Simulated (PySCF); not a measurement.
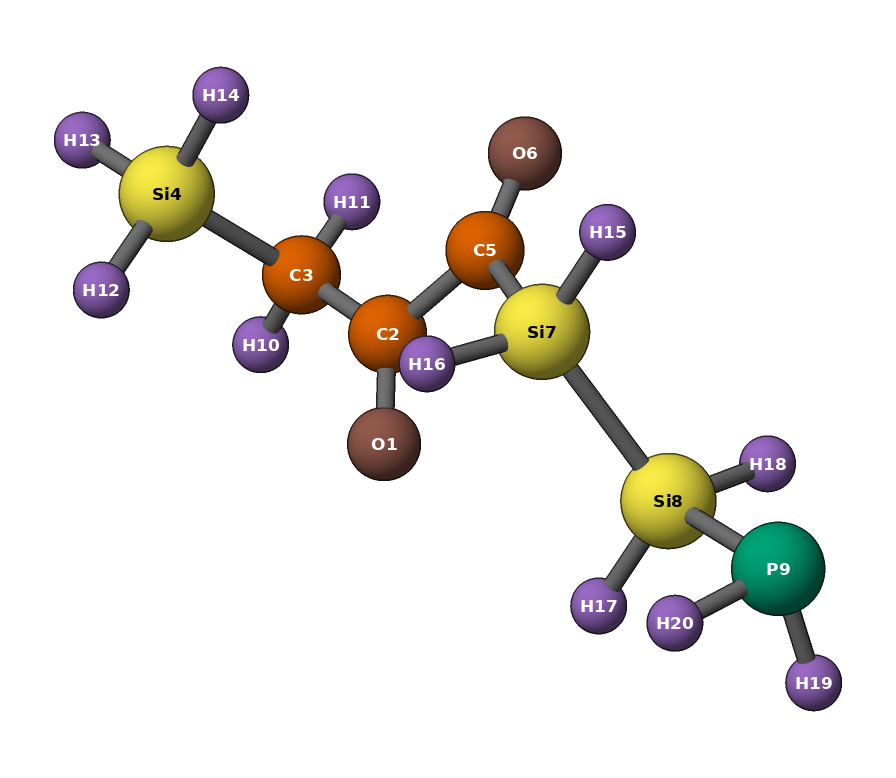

The geometry was computed by an optimisation with GFN2-xTB. No frequency run is at hand to confirm it as a minimum. Level of theory: GIAO PBE0/pcSseg-1 NMR shielding, non-relativistic, gas phase (PySCF 2.14.0). Principal shieldings σ11 ≤ σ22 ≤ σ33, span Ω = σ33 − σ11, skew κ = 3(σiso − σ22)/Ω.

Give the shielding tensors of the Si atoms.

| atom | σ11 | σ22 | σ33 | σiso | Ω | κ |
| --- | --- | --- | --- | --- | --- | --- |
| Si4 | 375.0 | 413.3 | 453.5 | 413.9 | 78.5 | 0.02 |
| Si7 | 388.6 | 441.1 | 452.1 | 427.3 | 63.5 | −0.65 |
| Si8 | 382.9 | 440.1 | 454.8 | 425.9 | 71.9 | −0.59 |

Shieldings and span in ppm.

The geometry is semi-empirical. Around P, Si such bond lengths and angles can be off by a tenth of an ångström or more and by several degrees, and values that hang on the shape move with them.
